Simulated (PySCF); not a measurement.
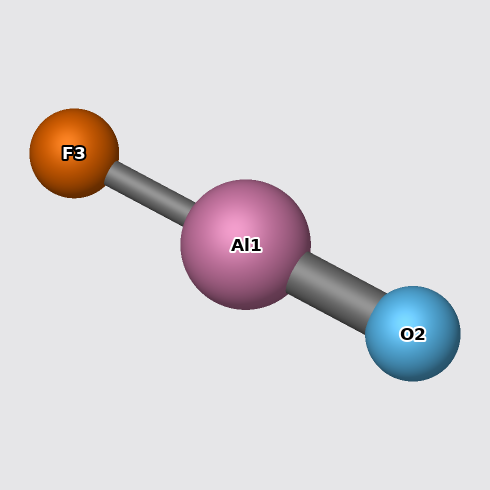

The thickness of each stick grows with its Mayer bond order. The computed structure is the end point of a B3LYP/def2-TZVP optimisation. Computed with B3LYP/def2-TZVP (PySCF 2.14.0).

List the Mayer bond orders of Al1–O2, Al1–F3.

```tsv
bond	Mayer order	length (Å)
Al1–O2	2.24	1.597
Al1–F3	1.16	1.637
```
